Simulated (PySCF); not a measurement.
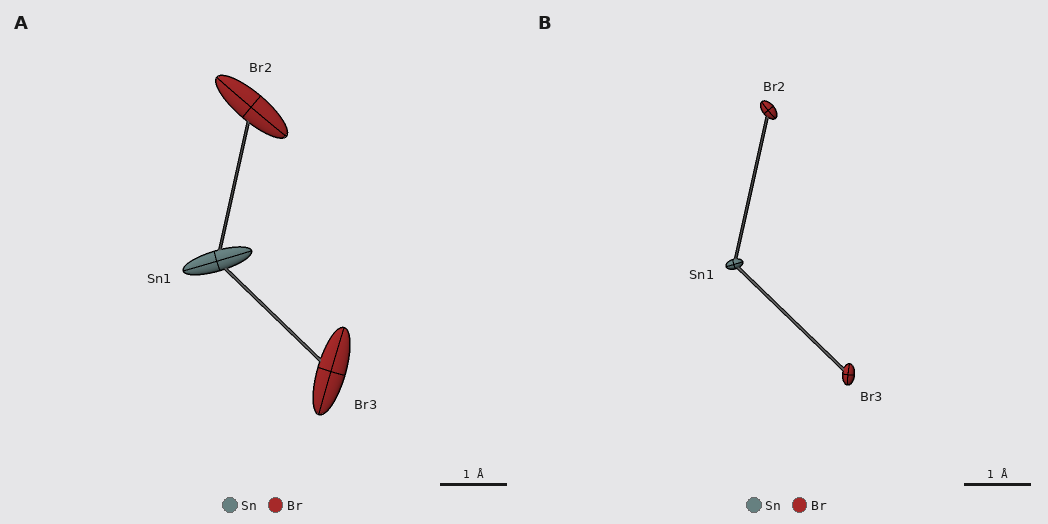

Displacement ellipsoids at the 50 % level, scaled by 3, from the internal vibrations of the free molecule (harmonic, no overall translation or rotation; no half-axis is drawn under 0.075 Å). The species has charge +1 and is a spin doublet. Vibrations computed with UKS-based PBE0, Sn def2-TZVP with ECP28, Br def2-TZVP; scalar-relativistic core potentials; density fitting (PySCF 2.14.0). One panel is for 0 K (zero-point motion alone), the other for 900 K.

Which panel is for 900 K?

Answer. A.

How much does the mean-square displacement of Br2 grow, and why?

Answer. U_eq goes from 0.00055 to 0.0082 Å², a factor of 14.8. Modes below kT (626 cm⁻¹ at 900 K) grow about in proportion to T, and the lowest lies at 65 cm⁻¹; the mean-square amplitude of a mode is its zero-point value times coth(ħω/2kT), which comes close to 1 only above about 3kT.
